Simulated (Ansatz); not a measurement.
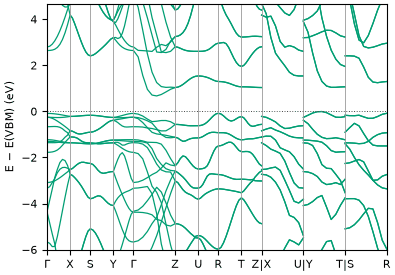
Fig. 1. Band structure from r²SCAN in the plane-wave PAW code Ansatz

The gap is 0.67 eV; an edge lies off the plotted path or next to a special point (maximum off the standard path, minimum on the Γ–Z line, 53 % of the way from Γ).

The material is FeP$_{2}$ in space group Pnnm (No. 58; Fe on 2a, P on 4g).

The first step of the workflow began from a Materials Project structure, measured or hypothetical; the Crystallography Open Database copy checked does not list it. Its standing as an ambient phase is unchecked. The r²SCAN relaxation kept the symmetry of its start; whether a distortion lowers the energy is not shown. No spin polarisation was allowed.

Potentials: the later of the program's two PAW sets.
